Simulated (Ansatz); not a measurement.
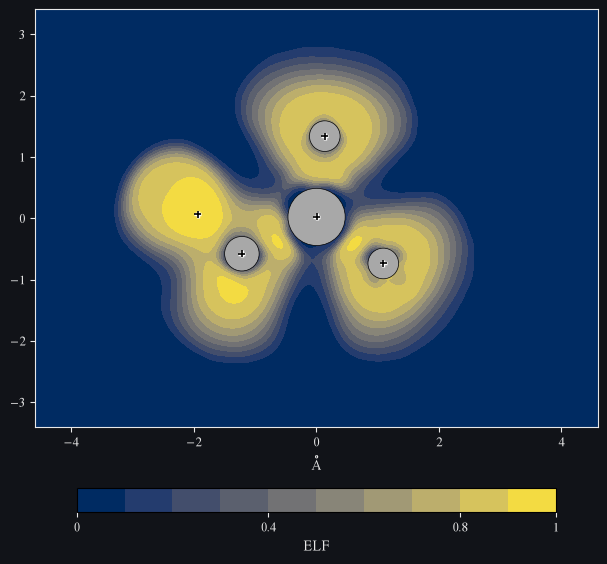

The electron localisation function on a plane through atoms (crosses mark nuclei in the plane; grey discs cover the cores).

All numbers below come from RKS B3LYP-D4/def2-SVP in Ansatz 0.2.0.

Candidates:
A. CH7ClFNSi2
B. CH5ClOSn
C. BF2HO···H4OSi

Q: Which candidate gave the map?

A: Candidate C: BF2HO···H4OSi on the plane of atoms B1, O2 and H8, which holds B, O, F and H. B–F (1.33 Å): the ELF peaks at about 0.90 between the atoms (a polar covalent bond). B–O (1.36 Å): the ELF peaks at about 0.90 between the atoms; a polar covalent bond.
